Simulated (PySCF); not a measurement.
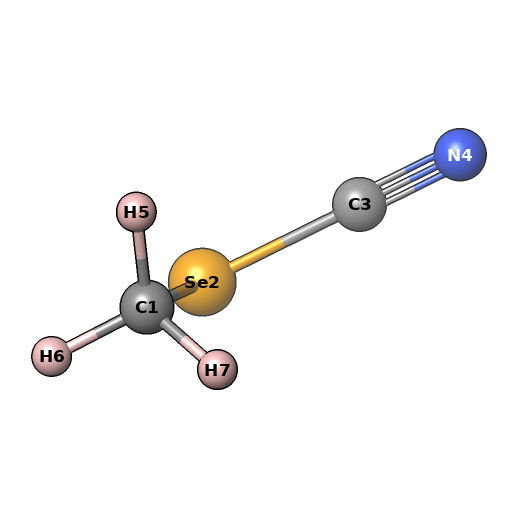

Se2 lies behind C1. The molecule seen a little off the C1–Se2 bond, C1 in front. Distant atoms are faded towards the background colour. The geometry was computed by an optimisation with PBE0-D3(BJ)/def2-SVP. No frequency run is at hand to confirm it as a minimum.

> What is the torsion angle H5–C1–Se2–C3? The sign is positive where the front bond must turn clockwise to cover the back bond.

63°, synclinal (gauche).
